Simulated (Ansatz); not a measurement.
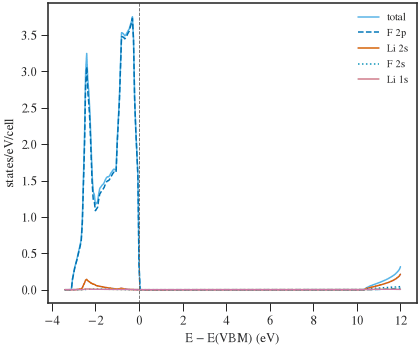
Figure. Total and projected density of states of LiF (rock salt, Fm-3m), DFT-r²SCAN in the program Ansatz with PAW potentials

Question: Which orbitals carry the states next to the gap?

Answer: Top 1 eV of the valence band: F 2p 99 %. Bottom 1 eV of the conduction band: Li 2s 62 %, F 2s 25 %, Li 1s 8 %. Projections are on Löwdin-orthogonalised atomic valence shells; empty p or d shells of many metals are not among them.

Question: Where is the tallest occupied peak in this window, and what makes it?

Answer: Near -0.3 eV, about 3.8 states/eV per cell; the largest projected share is F 2p.

The r²SCAN relaxation kept the symmetry of its start; phonons on a q-mesh show no instability.

Potentials: the later of the program's two PAW sets.
